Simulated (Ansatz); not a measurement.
AlCl$_{2}$HO$_{2}$···H$_{2}$

Input

```
crystal:
  periodic: [false, false, false]
  atoms:
    - {symbol: Al, position_ang: [0.626720, -0.730545, 0.392567]}
    - {symbol: H, position_ang: [-2.239758, 0.699180, -0.082318]}
    - {symbol: Cl, position_ang: [0.261693, -1.797904, -1.360769]}
    - {symbol: Cl, position_ang: [-0.324633, -1.261454, 2.156290]}
    - {symbol: H, position_ang: [-2.192689, 0.276929, -0.697347]}
    - {symbol: O, position_ang: [2.033178, 0.324208, 0.420376]}
    - {symbol: O, position_ang: [0.830038, 1.126960, 0.047128]}
    - {symbol: H, position_ang: [1.005351, 1.362526, -0.875927]}
basis:
  gaussian: {orbitals: def2-TZVPP}
hamiltonian: {xc: pbe0, dispersion: d4}
output: {orbitals: {seedname: orbitals}}
```

Launched as:

```sh
ansatz run in.yaml --threads 4 --pin off --events-out ev --progress --plain --max-ram 9574MiB
```

The product side of a reaction path; geometry: PBE0-D4/def2-TZVP.

Computed with RKS PBE0-D4/def2-TZVPP in Ansatz.

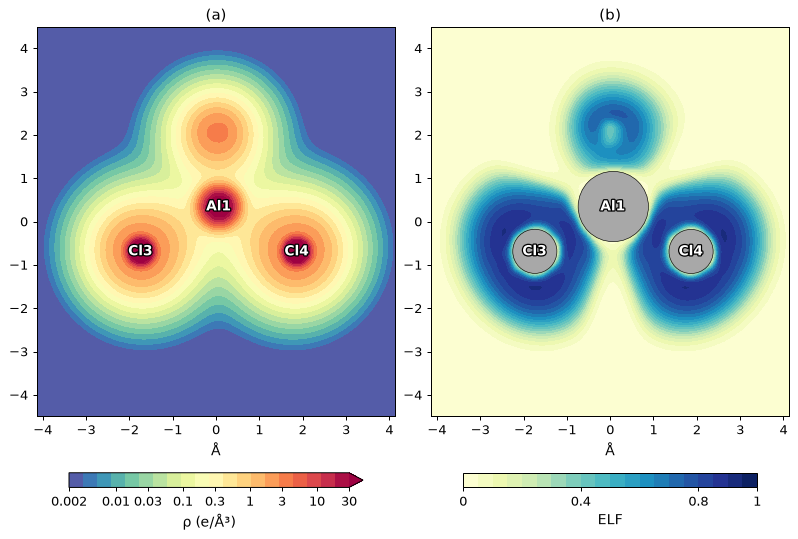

Figure 1. (a) electron density; (b) ELF on the plane of atoms Cl3, Al1 and Cl4. Grey discs cover the atomic cores in the ELF map.

**What do the fields say about this system?**

The section cuts through Al and Cl sites. Al–Cl (2.07 Å): ρ at the midpoint is about 0.78 e/Å³; the ELF peaks at about 0.85 in the valence shell of Cl, 0.9 Å from its nucleus, and is about 0.80 at the midpoint. The ELF also peaks beside Cl3 and Cl4, away from the bonds: lone-pair regions.

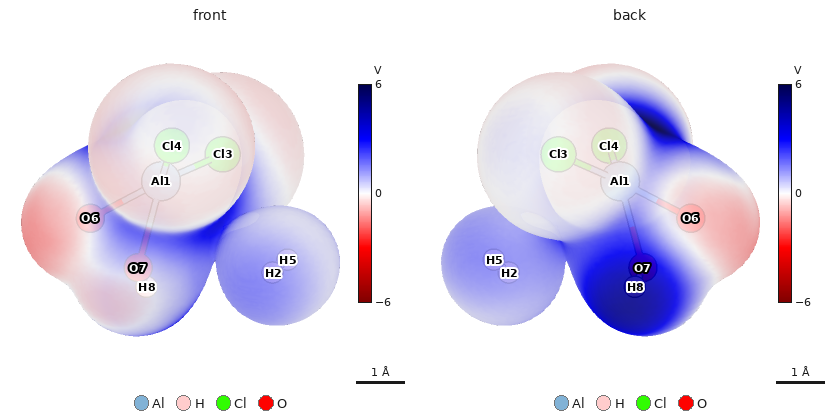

Figure 2. The electrostatic potential painted on the density surface at 0.004 e/bohr³, seen from the front and from behind; red is negative and blue positive.

**Where is the surface potential most negative and most positive?**

The most negative region (about −1.2 V) lies over O6, the most positive (about +5.0 V) over Al1. Cl4 shows a σ-hole: about +0.2 V at the tip opposite its bond, against about −0.3 V on its flanks. O6 is the likeliest acceptor of a hydrogen bond.

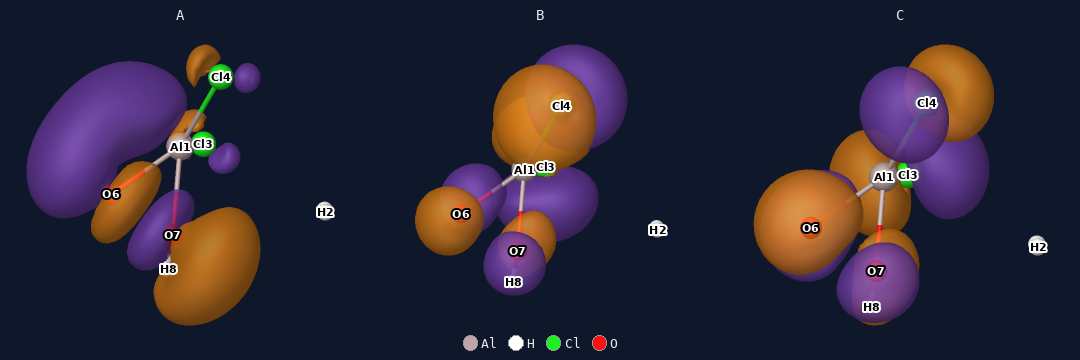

Figure 3. Three frontier orbitals at ±0.08 Å⁻³ᐟ² (orange and purple are the two phases), in no order.

**Which picture is the HOMO−1, the HOMO and the LUMO?**

B is the HOMO−1 (−9.31 eV). It lies mainly on Cl4 (about 40 %), Cl3 (about 30 %), O6 (about 10 %) and O7 (about 10 %); largely a combination of lone pairs on Cl4, Cl3, O6 and O7. C is the HOMO (−9.00 eV). Its weight (Hirshfeld) is mainly on O6 (about 45 %), Cl3 (about 20 %), Cl4 (about 15 %) and O7 (about 10 %); largely a combination of lone pairs on O6, Cl3, Cl4 and O7. A is the LUMO (−1.41 eV). Its weight (Hirshfeld) is mainly on O6 (about 40 %), O7 (about 30 %), Al1 (about 15 %) and H8 (about 5 %).

**What is the HOMO–LUMO gap?**

7.59 eV between the orbital energies.
